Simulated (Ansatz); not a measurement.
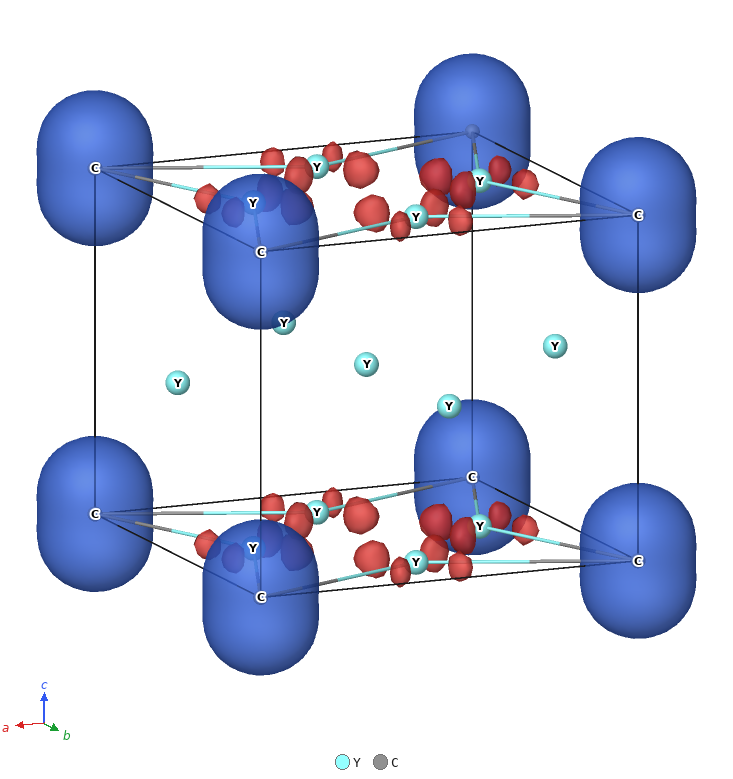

*Y7C. Isosurfaces of the spin density at +0.03 (blue) and −0.03 e/Å³ (red), seen at an oblique angle. Sticks mark near contacts.*

Space group P4/mmm; a structure generated by program, which may or may not match a known phase; spin-polarised.

The calculation used DFT PBE, scalar-relativistic, plane waves, PAW (Ansatz 0.2.0).

Core electrons are frozen (PAW), and the valence fields are smoothed inside the atomic spheres.

Which atoms carry the moments, and with what signs?

The spin density sits on C: +0.8 μB in one cell of 8 atoms, with smaller moments on other sites: Y (up to −0.11 μB): parallel moments on the main sites in this solution. The cell of the calculation (8 atoms) carries 0.5 μB of net spin moment.
